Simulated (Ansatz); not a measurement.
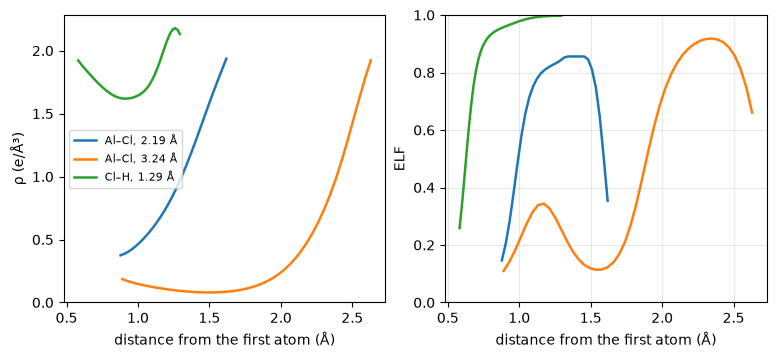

The picture shows: AlCl···HCl. Electron density and ELF along straight lines between neighbouring atoms. The curves leave out the atomic cores.

All numbers below come from Ansatz, RKS PBE0-D4/cc-pVDZ.

Question: What can be read from the curves?

Answer: Al–Cl (2.19 Å): the density is about 0.58 e/Å³ at the midpoint; the ELF peaks at about 0.85 in the valence shell of Cl, 0.9 Å from its nucleus, and is about 0.75 at the midpoint.
Al1···Cl3 (3.24 Å): the density falls to about 0.08 e/Å³ on the way; the ELF peaks at about 0.90 in the valence shell of Cl, 0.9 Å from its nucleus, and is about 0.10 at the midpoint.
Cl–H (1.29 Å): the density is about 1.8 e/Å³ at the midpoint; the ELF climbs to about 1 towards the hydrogen, as it does in any bond to H.
